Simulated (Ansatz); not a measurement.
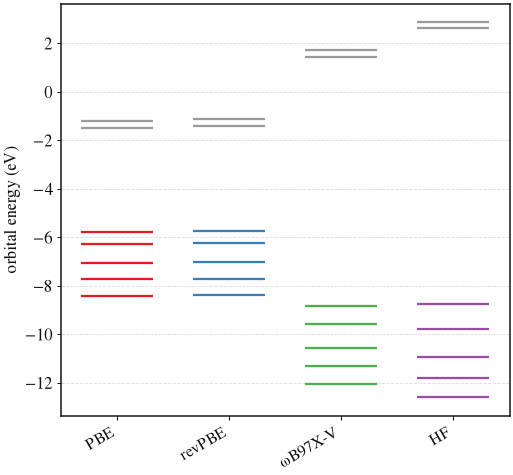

Frontier orbital energies of Si₂PH₅S, SMILES S[Si@H]1[SiH2]P1 at one geometry, def2-TZVPP, the Ansatz code 0.2.0, at a PBE0-D4/def2-TZVP geometry (a minimum by its frequencies). Empty levels are grey, levels within 0.1 eV stand side by side; all columns show the same few orbitals around the gap.

Question: How do the frontier levels move from column to column?

Answer: The separation grows from 4.31 eV (PBE) to 11.37 eV (HF).

```csv
level,HOMO (eV),LUMO (eV),separation (eV)
PBE,−5.79,−1.48,4.31
revPBE,−5.75,−1.42,4.33
ωB97X-V,−8.82,1.45,10.27
HF,−8.76,2.61,11.37
```

Caveats, for all or some of the runs: empty levels above zero depend strongly on the basis.
